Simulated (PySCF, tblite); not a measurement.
# C₃H₄ClOSi radical: geometry, infrared bands and EPR parameters

What infrared bands and EPR parameters should C₃H₄ClOSi radical (`O=C/C(Cl)=[C]\[SiH3]`) show?

Programs: tblite 0.8.0 and PySCF 2.14.0, with density-fitted response routines of our own. Each step states its level of theory. These are calculated values for one molecule in the gas phase, unless marked as measured. Atoms are numbered from 0 throughout.

### 1 Starting geometry

10 atoms, charge 0, multiplicity 2; geometry from: force field or distance geometry start.

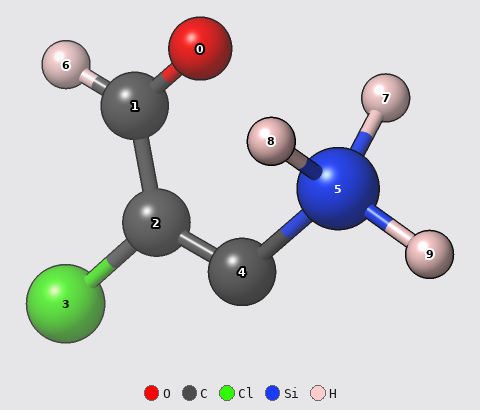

As it starts; oxygen red, carbon dark grey, chlorine green, silicon blue, hydrogen pink, atoms numbered.

### 2 Optimising the geometry with GFN2-xTB

Job settings and geometry (Å):

```
{"job": {"kind": "relax", "xc": "GFN2-xTB", "basis": "xTB"}, "charge": 0, "multiplicity": 2}
O      0.410800     1.047100     1.020500
C      1.345000     0.600000     0.330000
C      1.056400    -0.425700    -0.656200
Cl     2.351400    -1.061400    -1.628700
C     -0.166000    -0.892700    -0.879200
Si    -1.556700    -0.220500     0.114700
H      2.330200     0.984200     0.526500
H     -1.342000    -0.398500     1.561800
H     -1.585200     1.231200    -0.185800
H     -2.835000    -0.858900    -0.226100
```

Launch:

```sh
> OMP_NUM_THREADS=1 python probes_run.py task.json out
```

The driver reads the jobs from task.json and runs them one after another.

The log of the run:

```text
step      E/eV     max force
  0    -507.85475    2.895
  1    -507.91753    2.692
  2    -507.97886    0.615
  3    -508.00891    0.489
  4    -508.05358    0.919
  5    -508.07530    0.626
  6    -508.09895    0.462
  7    -508.11168    0.419
  8    -508.12496    0.329
  9    -508.13394    0.272
 10    -508.13991    0.219
 11    -508.14454    0.233
 12    -508.14842    0.212
 13    -508.15187    0.185
 14    -508.15578    0.208
 15    -508.16012    0.205
 16    -508.16480    0.193
 17    -508.16930    0.238
 18    -508.17331    0.216
 19    -508.17704    0.169
 20    -508.18002    0.164
 21    -508.18176    0.122
 22    -508.18285    0.092
 23    -508.18378    0.083
 24    -508.18473    0.085
 25    -508.18571    0.083
 26    -508.18659    0.083
 27    -508.18733    0.074
 28    -508.18795    0.056
 29    -508.18832    0.032
 30    -508.18844    0.018
 31    -508.18848    0.012
 32    -508.18850    0.010
 33    -508.18852    0.010
```

Run time: 0.15 s. Hardware: 1 thread of Arm Neoverse V2, shared host.

The steps of the relaxation: (not every step is listed)

```csv
step,energy from step 0 (eV),largest force (eV/Å)
0,0.0000,2.8949
1,-0.0628,2.6924
2,-0.1241,0.6148
3,-0.1542,0.4887
4,-0.1988,0.9191
5,-0.2206,0.6255
6,-0.2442,0.4621
7,-0.2569,0.4190
8,-0.2702,0.3288
10,-0.2852,0.2187
12,-0.2937,0.2125
14,-0.3010,0.2082
16,-0.3100,0.1926
18,-0.3186,0.2162
20,-0.3253,0.1644
22,-0.3281,0.0917
24,-0.3300,0.0851
26,-0.3318,0.0831
28,-0.3332,0.0556
29,-0.3336,0.0324
30,-0.3337,0.0177
31,-0.3337,0.0122
32,-0.3337,0.0102
33,-0.3338,0.0097
```

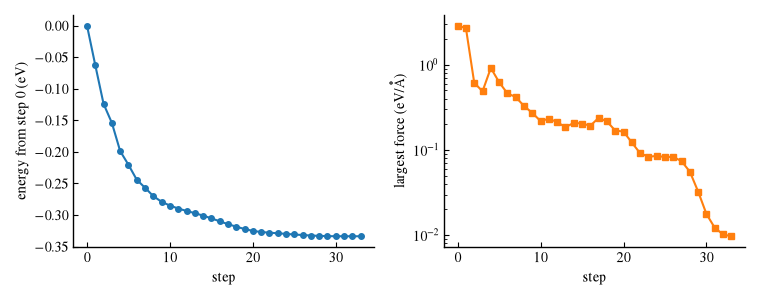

Energy and force, step by step.

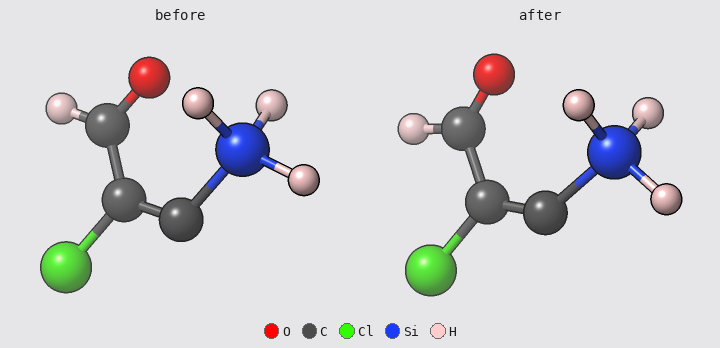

The geometry before (left) and after (right).

Close pairs (by a distance rule), those that changed most:

```csv
bond,before (Å),after (Å),change (Å)
O0–C1,1.245,1.198,-0.046
C1–C2,1.452,1.485,+0.033
C1–H6,1.076,1.103,+0.027
C2–C4,1.327,1.305,-0.023
Si5–H8,1.483,1.462,-0.021
C4–Si5,1.837,1.857,+0.021
Si5–H7,1.474,1.462,-0.012
C2–Cl3,1.740,1.750,+0.010
```

The final coordinates are the input of the step that follows.

### 3 Harmonic vibrations with GFN2-xTB

Job settings and geometry (Å):

```
{"job": {"kind": "ir", "xc": "GFN2-xTB", "basis": "xTB"}, "charge": 0, "multiplicity": 2}
O      0.776975     1.248133     1.082898
C      1.509441     0.652244     0.344980
C      1.063427    -0.388946    -0.615194
Cl     2.367082    -1.071448    -1.561997
C     -0.189004    -0.740492    -0.718169
Si    -1.748653    -0.211692     0.140731
H      2.597553     0.827717     0.313437
H     -1.584387    -0.503027     1.563647
H     -1.958956     1.208955    -0.131602
H     -2.824597    -1.016790    -0.441259
```

The log of the run:

```text
mode    cm-1     km/mol
  1      50.4      5.23
  2      84.3      3.45
  3     139.0      1.07
  4     159.5     12.00
  5     245.6      1.67
  6     302.2      0.69
  7     379.9      0.15
  8     447.1     11.16
  9     460.4     51.86
 10     527.4     56.14
 11     708.8     27.30
 12     741.8    199.72
 13     759.4    408.99
 14     776.6    158.56
 15     808.9     23.03
 16     881.6      1.62
 17     972.0     96.66
 18    1310.1     14.51
 19    1639.0    125.67
 20    1758.9    130.68
 21    2254.5    310.80
 22    2269.7    266.09
 23    2270.8     45.67
 24    2809.0     51.56
```

It took 0.22 s on 1 thread of Arm Neoverse V2, shared host.

Which atoms move in the most intense modes:

```csv
cm⁻¹,km/mol,atoms
742,199.7,"H7 45 %, H8 41 %"
759,409.0,"H9 41 %, H7 28 %, H8 22 %"
777,158.6,"H9 58 %, H8 24 %, H7 14 %"
972,96.7,"C2 49 %, C1 34 %"
1639,125.7,"C4 48 %, C2 40 %"
1759,130.7,"C1 51 %, O0 37 %"
2254,310.8,"H9 75 %, H8 12 %"
2270,266.1,"H7 70 %, H8 25 %"
```

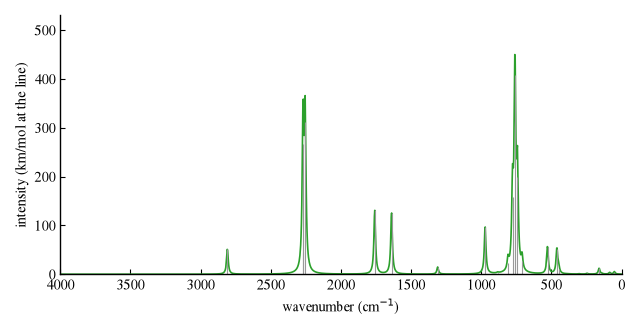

The infrared spectrum from these modes, unscaled. Lines are broadened to a width of 14 cm⁻¹ (Lorentzian).

### 4 EPR parameters: B3LYP/pcH-1

The job, as its differences from that of step 3:

```diff
@@ -1,2 +1,2 @@
-{"job": {"kind": "ir", "xc": "GFN2-xTB", "basis": "xTB"}, "charge": 0, "multiplicity": 2}
+{"job": {"kind": "epr", "basis": "pcH-1"}, "charge": 0, "multiplicity": 2}
 O      0.776975     1.248133     1.082898
```

Level: UKS B3LYP, pcH-1 on C Cl H O Si, non-relativistic, mean-field spin-orbit, GIAO.

The log of the run:

```text
UKS, coarse grid
  cycle   1  E = -941.42519622  |g| = 5.90e-01
  cycle   2  E = -940.73943058  |g| = 1.42e+00
  cycle   3  E = -941.54650168  |g| = 1.30e-01
  cycle   4  E = -941.55008998  |g| = 1.05e-01
  cycle   5  E = -941.55577380  |g| = 3.39e-02
  cycle   6  E = -941.55639402  |g| = 9.60e-03
  cycle   7  E = -941.55646170  |g| = 4.13e-03
  cycle   8  E = -941.55648342  |g| = 2.17e-03
  cycle   9  E = -941.55649447  |g| = 1.06e-03
  cycle  10  E = -941.55649830  |g| = 6.01e-04
UKS, final grid
  cycle   1  E = -941.55654931  |g| = 6.15e-04
  cycle   2  E = -941.55654944  |g| = 8.33e-04
  cycle   3  E = -941.55654980  |g| = 2.59e-04
  cycle   4  E = -941.55654987  |g| = 1.68e-04
  cycle   5  E = -941.55654998  |g| = 9.60e-05
  cycle   6  E = -941.55654999  |g| = 1.43e-05
E = -941.55654999 Eh   <S^2> = 0.7625 (exact 0.7500)
g shifts (ppm)      1          2          3
  rmc          -154       -154       -154
  gc             20         -8         -1
  oz_so       -3521       -202       1674
  total       -3653       -364       1521
hyperfine (MHz)  atom isotope    a_iso     a_fc   dipolar eigenvalues
    0   17O       1.03       1.00     -4.38     -3.41      7.80
    1   13C      51.04      51.07     -6.35     -3.73     10.08
    2   13C     -42.49     -42.36    -19.13     -1.01     20.14
    3  35Cl      19.43      18.88    -18.29    -12.07     30.36
    4   13C     256.92     257.09    -80.35    -57.70    138.05
    5  29Si      -8.86      -8.85    -10.53      5.24      5.29
    6    1H      31.92      31.91     -2.96     -1.13      4.09
    7    1H      38.91      38.91     -3.50     -1.97      5.46
    8    1H      38.56      38.56     -3.47     -1.94      5.41
    9    1H      34.96      34.97     -3.77     -2.75      6.52
```

Wall time 38 s (1 thread of Arm Neoverse V2, shared host); peak memory 0.7 GiB.

Principal g values 1.99867, 2.00196, 2.00384; g(iso) = 2.00149, against 2.00232 for a free electron.

Mean a(iso) over the nuclei that a row names, and the largest dipolar term of the row (other rows stand at the frozen geometry):

```csv
nuclei,isotope,a(iso) (MHz),"a(iso) (G, at g = 2.0023)",largest dipolar term (MHz)
C4,13C,256.9,91.7,138.0
C1,13C,51.0,18.2,10.1
C2,13C,-42.5,-15.2,20.1
"H7, H8, H9",1H,37.5,13.4,6.5
H6,1H,31.9,11.4,4.1
Cl3,35Cl,19.4,6.9,30.4
Si5,29Si,-8.9,-3.2,-10.5
O0,17O,1.0,0.4,7.8
```

Mulliken spin populations:

```csv
atom,value (e)
O0,-0.03
C1,0.05
C2,-0.13
Cl3,0.06
C4,0.99
Si5,-0.01
H6,0.02
H7,0.02
H8,0.02
H9,0.02
```

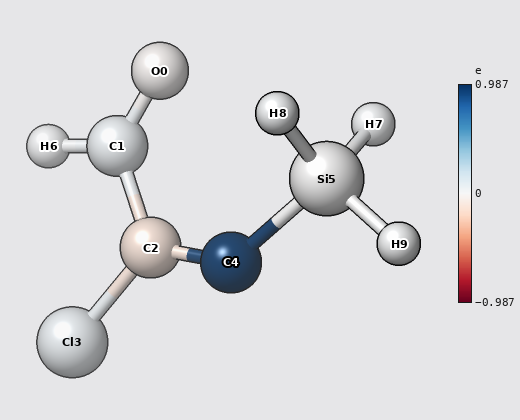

Mulliken spin populations, as colours on the atoms.

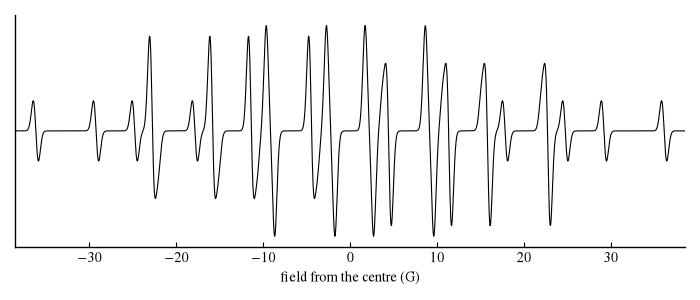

First-order isotropic spectrum (first derivative, main isotopes with spin only, couplings over 0.8 MHz, Gaussian width 0.3 G; couplings of the frozen geometry, rotation of groups not averaged beyond the rows shown).

Orbitals, density, ELF and potential are computed afterwards from the orbital file.

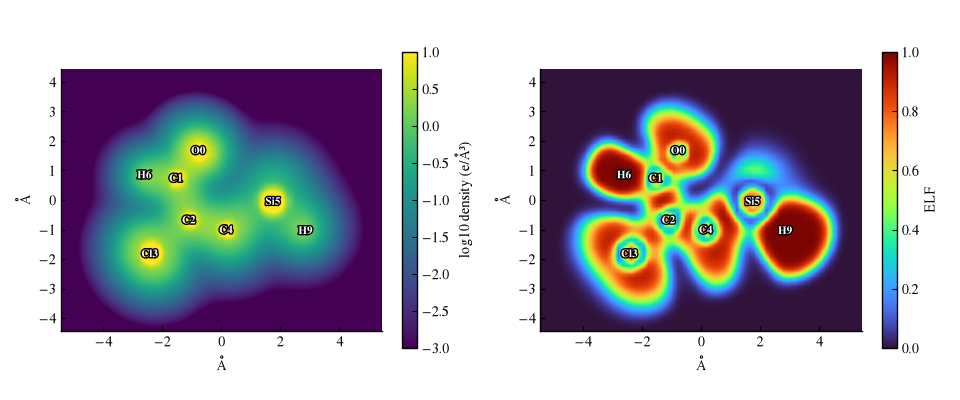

Density (left) and ELF (right) in a plane through or near 8 of the atoms.

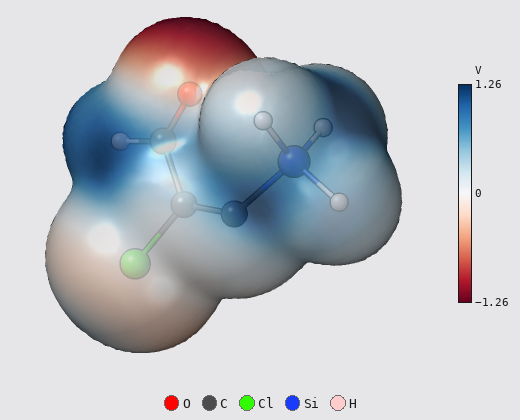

Electrostatic potential on the surface of density 0.002 e/bohr³; red is low, blue high. It runs from -1.19 V near O0 to 1.26 V near H9.

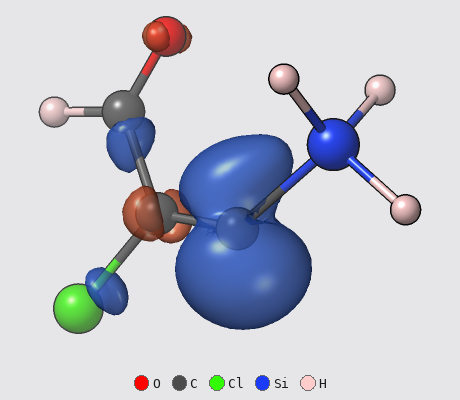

Spin density at ±0.05 e/Å³ (alpha excess blue, beta excess red).

### 5 Results

| quantity | value |
| --- | --- |
| strongest single infrared mode (GFN2-xTB) | 759 cm⁻¹, 409 km/mol |
| zero-point energy (GFN2-xTB) | 32.5 kcal/mol |
| g(iso) (B3LYP) | 2.00149 |
| ⟨S²⟩ | 0.763 (exact 0.75) |
| largest a(iso) (averaged by class) | 13C on C4, 256.9 MHz |
| surface potential, least and greatest | -1.19 V and 1.26 V |

**Reading.** Over 33 steps the energy fell by 0.334 eV; of the close pairs, O0–C1 changed most, 1.245 to 1.198 Å. No mode is imaginary among the 24: a minimum at this level. The strongest single mode, at 759 cm⁻¹, is spread over several atoms, H9, H7, H8 among them. GFN2-xTB is a fitted tight-binding method: band positions and strengths are rough. Its intensities can rank the bands wrongly. C4 carries the largest spin population, 0.99 e. The isotropic g lies 0.8 ppt below the free-electron value.
